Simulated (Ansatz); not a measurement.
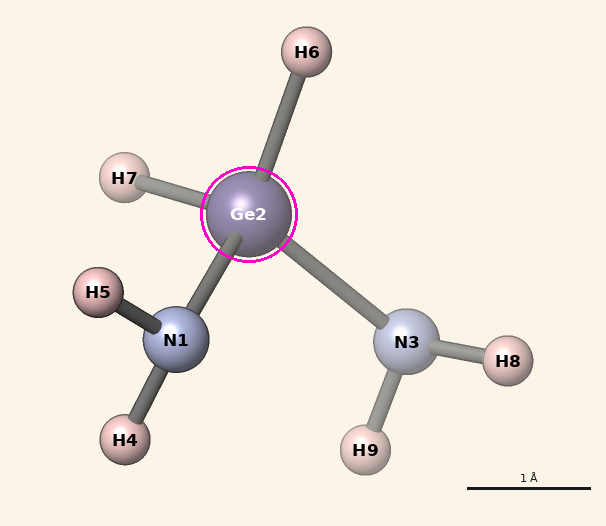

The picture comes from a calculation with Ansatz.

Orthographic view. Distant atoms are faded towards the background colour. Geometry: moved along internal coordinates away from the minimum.

Which atoms are bonded to the circled atom?

Answer. The circled atom is Ge2; it is bonded to N1, N3, H6, H7.

Which atom is nearest the viewer?

Answer. H5, 1.9 Å in front of the mean position.

Of N1 and Ge2, which is nearer the viewer?

Answer. N1; the bond to Ge2 points away from the viewer, so it looks shorter than its 1.83 Å.
